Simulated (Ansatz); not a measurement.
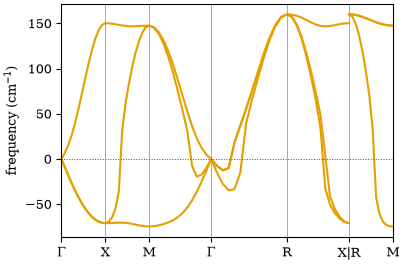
Phonon dispersion of Y (simple cubic, Pm-3m), the program Ansatz at the PBE level (PAW); imaginary frequencies are drawn negative

Question: Is this phase dynamically stable?

Answer: No: a branch reaches about 75i cm⁻¹ at M.

Question: How high does the spectrum reach?

Answer: About 160 cm⁻¹ (4.8 THz).

A made-up cell: these elements were put on the sites of a structure type; neither database checked (COD, Materials Project) lists it. It is not the phase usual at ambient conditions (space group No. 194). Symmetry was held in the PBE relaxation. At this level the phase is dynamically unstable (imaginary phonons). The run is not spin-polarised. As this level gives no gap, phonon frequencies hold no LO–TO term and depend on the k-mesh and smearing (Fermi–Dirac, 0.1 eV here).

Potentials: the later of the program's two PAW sets.
